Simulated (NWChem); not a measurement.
# Si3H8 (trisilane) at 6 levels

Aim: a comparison of 6 runs (B3LYP/6-31G*, BHLYP/6-31G*, B2PLYP/6-31G*, CAM-B3LYP/6-31G*, wB97X/6-31G*, MP3/6-31G*) of Si3H8 (trisilane). 

The calculation is run with NWChem 7.3.0.

## Step 1: Starting point

Si3H8 has 11 atoms, charge 0, and is taken as a singlet. As SMILES, `[SiH3][SiH2][SiH3]`. The Si1–Si2 distance was set to 2.689 Å, away from the relaxed value.

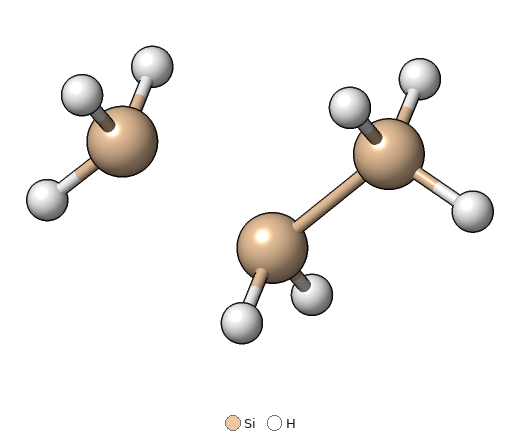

Viewed from a chosen angle; silicon light orange, hydrogen white.

## Step 2: The energy at B3LYP/6-31G(d) (spherical functions) (run 1)

Contents of run.py:

```python
from ase import Atoms
from ase.calculators.nwchem import NWChem

system = Atoms(['Si', 'Si', 'Si', 'H', 'H', 'H', 'H', 'H', 'H', 'H', 'H'], positions=[
    [-1.417083, 1.692868, -0.559616],
    [-0.462570, -0.807300, -0.296320],
    [1.631930, -0.774400, 0.742750],
    [-2.750363, 1.693858, -1.219466],
    [-0.478543, 2.506578, -1.378416],
    [-1.547053, 2.326228, 0.780294],
    [-0.343400, -1.440160, -1.640160],
    [-1.410380, -1.620800, 0.516390],
    [1.515950, -0.154940, 2.090430],
    [2.583820, 0.031780, -0.068050],
    [2.179610, -2.149160, 0.894770],
])

calc = NWChem(
    label='test',
    theory='dft',
    memory='2200 mb',
    basis='6-31G*',
    basispar='spherical bse',
    dft={'xc': 'b3lyp', 'mult': '1', 'grid': 'xfine', 'convergence': 'energy 1e-08', 'iterations': '100', 'mulliken': None, 'print': 'low'},
    task='energy',
)
system.calc = calc

print("Total energy (eV):", round(system.get_potential_energy(), 6))
```

The run is started by

```console
export ASE_NWCHEM_COMMAND="nwchem PREFIX.nwi > PREFIX.nwo"
python run.py
```

Output:

```text
Total energy (eV): -23762.698612
```

The calculator wrote test.nwi:

```
title "test"

permanent_dir test

scratch_dir test

start test

geometry units angstrom nocenter noautosym noautoz
  Si -1.4170830000000001e+00 1.6928680000000000e+00 -5.5961600000000000e-01
  Si -4.6256999999999998e-01 -8.0730000000000002e-01 -2.9631999999999997e-01
  Si 1.6319300000000001e+00 -7.7439999999999998e-01 7.4275000000000002e-01
  H  -2.7503630000000001e+00 1.6938580000000001e+00 -1.2194659999999999e+00
  H  -4.7854300000000000e-01 2.5065780000000002e+00 -1.3784160000000001e+00
  H  -1.5470530000000000e+00 2.3262280000000000e+00 7.8029400000000004e-01
  H  -3.4339999999999998e-01 -1.4401600000000001e+00 -1.6401600000000001e+00
  H  -1.4103800000000000e+00 -1.6208000000000000e+00 5.1639000000000002e-01
  H  1.5159499999999999e+00 -1.5493999999999999e-01 2.0904300000000000e+00
  H  2.5838199999999998e+00 3.1780000000000003e-02 -6.8049999999999999e-02
  H  2.1796099999999998e+00 -2.1491600000000002e+00 8.9476999999999995e-01
end

memory 2200 mb

basis spherical bse noprint
   * library 6-31G*
end

dft
  xc b3lyp
  mult 1
  grid xfine
  convergence energy 1e-08
  iterations 100
  mulliken
  print low
end

task dft energy
```

test.nwo:

```text
Northwest Computational Chemistry Package (NWChem) 7.3.0
             --------------------------------------------------------

           Job information
           ---------------

    nwchem branch   = 7.3.0
    use scalapack   = T
    input           = test.nwi
    prefix          = test.
    data base       = test/test.db
    status          = startup
    nproc           =        1

           Memory information
           ------------------

    heap     =     72089596 doubles =      550.0 Mbytes
    stack    =     72089601 doubles =      550.0 Mbytes
    global   =    144179200 doubles =     1100.0 Mbytes (distinct from heap & stack)
    total    =    288358397 doubles =     2200.0 Mbytes
    verify   = yes
    hardfail = no

[... 36 lines left out ...]
            Nuclear Dipole moment (a.u.)
[... 75 lines left out ...]
   convergence    iter        energy       DeltaE   RMS-Dens  Diis-err    time
[... 11 lines left out ...]
         Total DFT energy =     -873.263074155685
      One electron energy =    -1574.295086483565
           Coulomb energy =      583.124478192839
    Exchange-Corr. energy =      -65.730309683611
 Nuclear repulsion energy =      183.637843818652
[... 9 lines left out ...]
    Atom       Charge   Shell Charges
 -----------   ------   -------------------------------------------------------
    1 Si  14    13.83   2.00  2.00  5.96  1.02  1.91  0.33  0.49  0.11
    2 Si  14    13.95   2.00  2.00  5.96  1.03  1.95  0.39  0.53  0.10
    3 Si  14    13.82   2.00  2.00  5.96  1.02  1.99  0.30  0.43  0.12
[... 7 lines of this table left out ...]
   11 H    1     1.05   0.51  0.55

     -------------------------------------------
      Total Density - Lowdin Population Analysis
     -------------------------------------------

    Atom       Charge   Shell Charges
 -----------   ------   -------------------------------------------------------
    1 Si  14    13.92   2.00  1.98  5.89  0.74  1.73  0.42  1.02  0.14
    2 Si  14    13.98   2.00  1.98  5.89  0.75  1.76  0.42  1.07  0.12
    3 Si  14    13.92   2.00  1.98  5.89  0.73  1.79  0.39  0.99  0.15
[... 7 lines of this table left out ...]
   11 H    1     1.02   0.49  0.53

 Task  times  cpu:       27.0s     wall:       27.0s
 Total times  cpu:       27.0s     wall:       27.0s
```

Run time: 28 s. Hardware: 1 thread of Intel Xeon Platinum 8488C (Sapphire Rapids), shared host; peak memory 0.15 GiB.

## Step 3: A single-point energy at BHLYP/6-31G(d) (spherical functions) (run 2)

Contents of run.py:

```python
from ase import Atoms
from ase.calculators.nwchem import NWChem

atoms = Atoms(['Si', 'Si', 'Si', 'H', 'H', 'H', 'H', 'H', 'H', 'H', 'H'], positions=[
    [-1.417083, 1.692868, -0.559616],
    [-0.462570, -0.807300, -0.296320],
    [1.631930, -0.774400, 0.742750],
    [-2.750363, 1.693858, -1.219466],
    [-0.478543, 2.506578, -1.378416],
    [-1.547053, 2.326228, 0.780294],
    [-0.343400, -1.440160, -1.640160],
    [-1.410380, -1.620800, 0.516390],
    [1.515950, -0.154940, 2.090430],
    [2.583820, 0.031780, -0.068050],
    [2.179610, -2.149160, 0.894770],
])

calc = NWChem(
    label='test',
    theory='dft',
    memory='2200 mb',
    basis='6-31G*',
    basispar='spherical bse',
    dft={'xc': 'bhlyp', 'mult': '1', 'grid': 'xfine', 'convergence': 'energy 1e-08', 'iterations': '100', 'mulliken': None, 'print': 'low'},
    task='energy',
)
atoms.calc = calc

e = atoms.get_potential_energy()
print(f"E = {e:.6f} eV")
```

The run is started by

```console
export ASE_NWCHEM_COMMAND="nwchem PREFIX.nwi > PREFIX.nwo"
python run.py
```

Output:

```text
E = -23760.664492 eV
```

The calculator wrote test.nwi:

```
title "test"

permanent_dir test

scratch_dir test

start test

geometry units angstrom nocenter noautosym noautoz
  Si -1.4170830000000001e+00 1.6928680000000000e+00 -5.5961600000000000e-01
  Si -4.6256999999999998e-01 -8.0730000000000002e-01 -2.9631999999999997e-01
  Si 1.6319300000000001e+00 -7.7439999999999998e-01 7.4275000000000002e-01
  H  -2.7503630000000001e+00 1.6938580000000001e+00 -1.2194659999999999e+00
  H  -4.7854300000000000e-01 2.5065780000000002e+00 -1.3784160000000001e+00
  H  -1.5470530000000000e+00 2.3262280000000000e+00 7.8029400000000004e-01
  H  -3.4339999999999998e-01 -1.4401600000000001e+00 -1.6401600000000001e+00
  H  -1.4103800000000000e+00 -1.6208000000000000e+00 5.1639000000000002e-01
  H  1.5159499999999999e+00 -1.5493999999999999e-01 2.0904300000000000e+00
  H  2.5838199999999998e+00 3.1780000000000003e-02 -6.8049999999999999e-02
  H  2.1796099999999998e+00 -2.1491600000000002e+00 8.9476999999999995e-01
end

memory 2200 mb

basis spherical bse noprint
   * library 6-31G*
end

dft
  xc bhlyp
  mult 1
  grid xfine
  convergence energy 1e-08
  iterations 100
  mulliken
  print low
end

task dft energy
```

test.nwo:

```text
Northwest Computational Chemistry Package (NWChem) 7.3.0
             --------------------------------------------------------

           Job information
           ---------------

    nwchem branch   = 7.3.0
    use scalapack   = T
    input           = test.nwi
    prefix          = test.
    data base       = test/test.db
    status          = startup
    nproc           =        1

           Memory information
           ------------------

    heap     =     72089596 doubles =      550.0 Mbytes
    stack    =     72089601 doubles =      550.0 Mbytes
    global   =    144179200 doubles =     1100.0 Mbytes (distinct from heap & stack)
    total    =    288358397 doubles =     2200.0 Mbytes
    verify   = yes
    hardfail = no

[... 36 lines left out ...]
            Nuclear Dipole moment (a.u.)
[... 75 lines left out ...]
   convergence    iter        energy       DeltaE   RMS-Dens  Diis-err    time
[... 7 lines left out ...]
         Total DFT energy =     -873.188321647740
      One electron energy =    -1574.277555385868
           Coulomb energy =      583.139787114068
    Exchange-Corr. energy =      -65.688397194593
 Nuclear repulsion energy =      183.637843818652
[... 9 lines left out ...]
    Atom       Charge   Shell Charges
 -----------   ------   -------------------------------------------------------
    1 Si  14    13.75   2.00  2.00  5.97  0.99  1.89  0.33  0.45  0.13
    2 Si  14    13.92   2.00  2.00  5.97  0.99  1.94  0.41  0.50  0.11
    3 Si  14    13.73   2.00  2.00  5.97  0.99  1.97  0.29  0.38  0.14
[... 7 lines of this table left out ...]
   11 H    1     1.08   0.50  0.57

     -------------------------------------------
      Total Density - Lowdin Population Analysis
     -------------------------------------------

    Atom       Charge   Shell Charges
 -----------   ------   -------------------------------------------------------
    1 Si  14    13.89   2.00  1.98  5.89  0.72  1.71  0.42  1.01  0.15
    2 Si  14    13.96   2.00  1.98  5.89  0.73  1.75  0.42  1.06  0.13
    3 Si  14    13.89   2.00  1.98  5.89  0.71  1.78  0.39  0.97  0.17
[... 7 lines of this table left out ...]
   11 H    1     1.03   0.49  0.54

 Task  times  cpu:       26.5s     wall:       26.5s
 Total times  cpu:       26.5s     wall:       26.5s
```

Run time: 28 s. Hardware: 1 thread of Intel Xeon Platinum 8488C (Sapphire Rapids), shared host; peak memory 0.15 GiB.

Runs 3 to 5 aren't shown in full; the table further down has their settings and results.

## Step 4: A single-point energy at MP3/6-31G(d) (spherical functions) (run 6)

Contents of work.nw:

```
echo
start work
title "H8Si3 mp3"
memory total 2200 mb

geometry units angstrom noautosym nocenter noautoz
  Si      -1.417083       1.692868      -0.559616
  Si      -0.462570      -0.807300      -0.296320
  Si       1.631930      -0.774400       0.742750
  H       -2.750363       1.693858      -1.219466
  H       -0.478543       2.506578      -1.378416
  H       -1.547053       2.326228       0.780294
  H       -0.343400      -1.440160      -1.640160
  H       -1.410380      -1.620800       0.516390
  H        1.515950      -0.154940       2.090430
  H        2.583820       0.031780      -0.068050
  H        2.179610      -2.149160       0.894770
end

basis spherical bse
  Si library 6-31G*
  H library 6-31G*
end

scf
  singlet
  rhf
  thresh 1e-08
  maxiter 80
end

tce
  scf
  mbpt3
  freeze core 15
  maxiter 60
end

task tce energy
```

The run is started by

```console
nwchem work.nw > work.out
```

Output:

```text
[...]
  functions       =    70
[...]
  wavefunction    = RHF
[...]
         Total SCF energy =   -871.366060562636
      One-electron energy =  -1573.809418048888
      Two-electron energy =    518.805513667600
 Nuclear repulsion energy =    183.637843818652
        Time for solution =      8.8s
[...]
         Wavefunction type : Restricted Hartree-Fock
          No. of electrons :    50
[...]
         Spin multiplicity : singlet
[...]
```

Run time: 20 s. Hardware: 1 thread of Intel Xeon Platinum 8488C (Sapphire Rapids), shared host; peak memory 0.46 GiB.

## Step 5: Overview of the runs

| run | level | frozen core orbitals | integration grid | energy (Eh) | wall time |
| --- | --- | --- | --- | --- | --- |
| 1 | B3LYP/6-31G* (spherical functions) | – | xfine | -873.263074 | 28 s |
| 2 | BHLYP/6-31G* (spherical functions) | – | xfine | -873.188322 | 28 s |
| 3 | B2PLYP/6-31G* (spherical functions) | 15 | xfine | -872.767790 | 26 s |
| 4 | CAM-B3LYP/6-31G* (spherical functions) | – | xfine | -873.195930 | 36 s |
| 5 | wB97X/6-31G* (spherical functions) | – | xfine | -873.178129 | 55 s |
| 6 | MP3/6-31G* (spherical functions) | 15 | – | -871.650721 | 20 s |

## Step 6: Summary of results

| quantity | value |
| --- | --- |
| run 6: total energy | -871.65072 Eh |
| run 6: HOMO energy (Hartree–Fock orbitals) | -9.81 eV |
| run 6: LUMO energy (Hartree–Fock orbitals) | 2.56 eV |
| run 6: HOMO–LUMO gap (Hartree–Fock orbitals) | 12.37 eV |
| run 6: correlation energy (15 core orbitals frozen) | -284.7 mEh |

Over runs 3, 4, 5 the dipole moment (its size) runs from 0.04 D (wB97X/6-31G*) to 0.06 D (B2PLYP/6-31G*). A double hybrid's value is that of its SCF part. Over runs 3, 4, 5 the HOMO–LUMO gap runs from 8.95 eV (B2PLYP/6-31G*) to 11.09 eV (wB97X/6-31G*). Totals of different functionals can't be ranked against each other. All runs together took 3.2 min, the longest 55 s.
